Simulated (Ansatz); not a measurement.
**CdSe (F-43m): band gap under exact exchange in Python**

Aim: the band gap under exact exchange, for CdSe (F-43m), run from a script.

Computed with Ansatz 0.2.0, driven from Python. The levels of theory stand in the script.

### 1 The structure

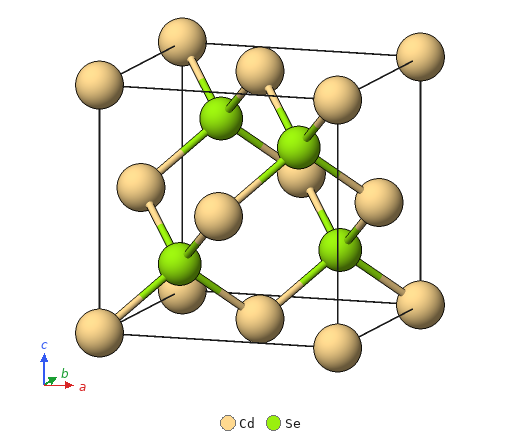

The starting structure, viewed slightly off an axis; cadmium orange, selenium green. The cell is the conventional one. Atoms on cell faces are repeated.

No structure file is read: the coordinates are typed or built in the script.

### 2 The code

Input file hybrid_cdse.py:

```python
"""Band gap of CdSe from semilocal and hybrid functionals."""

import ansatz as az
from ase import Atoms
import numpy as np


def count_gap(report):
    # lowest empty less highest filled band, counting bands; zero where they overlap
    return max(report.get("gap_by_band_count_ev") or 0.0, 0.0)


def main() -> None:
    atoms = Atoms(
        ["Cd", "Se"],
        scaled_positions=[
            (0.0, 0.0, 0.0),
            (0.75, 0.75, 0.75),
        ],
        cell=[
            (0.0, 3.07027, 3.07027),
            (3.07027, 0.0, 3.07027),
            (3.07027, 3.07027, 0.0),
        ],
        pbc=True,
    )
    structure = az.Crystal.from_ase(atoms)

    calculation = (
        structure.calculation()
        .kpoints(3, 3, 3, shift=0.5)
        .eigensolver("davidson", mixed_precision=False)
        .scf(max_iterations=200)
        .occupations("fixed")
        .band_table()
    )
    rows = []
    for value in ["pbe", "hse06", "r2scan"]:
        rep = calculation.functional(value).run(threads=1, pin="off").report
        width = rep["fermi_energy_ev"] - min(e for e in rep["eigenvalues_ev"][0] if e > rep["fermi_energy_ev"] - 10)
        rows.append((value, count_gap(rep), width, rep.get("hybrid", {}).get("n_outer", 0), rep["n_iterations"]))
    print("    functional  gap by band count eV  E_F less lowest level within 10 eV (first k)  exchange loops      iterations")
    for row in rows:
        print(f"{str(row[0]):>14s}  {row[1]:20.3f}  {row[2]:44.3f}  {row[3]:14d}  {row[4]:14d}")


if __name__ == "__main__":
    main()
```

### 3 The calls as engine input

The package turns the script's settings into the engine's input (first run):

```yaml
crystal:
  lattice:
    - [0.0, 3.07027, 3.07027]
    - [3.07027, 0.0, 3.07027]
    - [3.07027, 3.07027, 0.0]
  atoms:
    - { symbol: Cd, position: [0.0, 0.0, 0.0] }
    - { symbol: Se, position: [0.7499999999999999, 0.7499999999999999, 0.7499999999999999] }
kpoints:
  mp_grid:
    grid: [3, 3, 3]
    shift: [0.5, 0.5, 0.5]
hamiltonian:
  xc: pbe
scf:
  max_iter: 200
  occupations:
    method: fixed
  eigensolver:
    kind: davidson
    mixed_precision: false
output:
  eigenvalues: true
```

### 4 Launch

Started as:

```console
$ python hybrid_cdse.py
```

Output:

```text
DeckWarning: basis.ecutwfc = 420 eV, auto-derived from the records' recommended cutoffs: set by Cd (normal level)
DeckWarning: crystal.symmetry: narrowed to the stabiliser of the k-point mesh — unitary ops 24 → 6; excluded 18 operations that carry a point of the 3×3×3 mesh (shift [0.5, 0.5, 0.5]) off the mesh (the run samples exactly the mesh kpoints.mp_grid names, as under crystal.symmetry.detect: false, and its converged state has the mesh's symmetry, not the crystal's; ε∞, the Born charges and the force constants of a linear response (`dielectric:` by the response, `phonons.method: dfpt`) are averaged over those of the crystal's operations that the state keeps within a tolerance, where `mesh_tensors`, `unaveraged_element` or `gamma_mean_max_change_ev_ang2` stands beside them; a row that [...]
DeckWarning: basis.ecutwfc = 500 eV, auto-derived from the records' recommended cutoffs: set by Cd (their level for a meta-GGA)
    functional  gap by band count eV  E_F less lowest level within 10 eV (first k)  exchange loops      iterations
           pbe                 2.040                                         7.615               0               6
         hse06                 3.005                                         8.833               2              12
        r2scan                 2.468                                         7.884               0               6
```

(Warnings from the package without file and line, shortened.)

Wall time 14 s (1 thread of Arm Neoverse V2, shared host); peak memory 0.67 GiB.

### 5 What changed from run to run

The engine's inputs for the other runs:

Run 2, against run 1:

```diff
@@ -14 +14 @@
-  xc: pbe
+  xc: hse06
```

Run 3, against run 1:

```diff
@@ -14 +14 @@
-  xc: pbe
+  xc: r2scan
```

### 6 Run by run

One row for each of the 3 runs:

```
run  functional  energy (eV/atom)  gap on the mesh (eV)  SCF cycles  CPU time (s)
  1         pbe        -6862.3939                  2.04           6          0.94
  2       hse06        -6865.0702                  3.01          12           7.9
  3      r2scan        -6873.9173                  2.47           6           2.8
```

Totals under unlike functionals or potentials can't be compared directly.

### 7 What came out

```
       quantity                          value
  runs compared                              3
gap on the mesh  2.04 (pbe) to 3.01 eV (hse06)
```

PBE gives 2.04 eV, HSE06 gives 3.01 eV and r2SCAN gives 2.47 eV. The widest is 0.97 eV above the narrowest. Reading the output:
- The settings weren't tested for convergence.
- The Fermi level of a run with fixed occupations marks the highest occupied state on its mesh, not mid-gap.
- Energy and stress would still move on a finer k-point mesh.
- This mesh misses the zone centre, where many direct gaps lie, so the gap can be several times too large.
- This cell is a computed structure, which may not be the phase found in nature.
- Levels are Kohn-Sham eigenvalues on this mesh, without spin-orbit coupling.
- Gaps are read on a coarse mesh, so the true band edges can lie between its points. Spin-orbit coupling is left out, which matters for heavy elements.
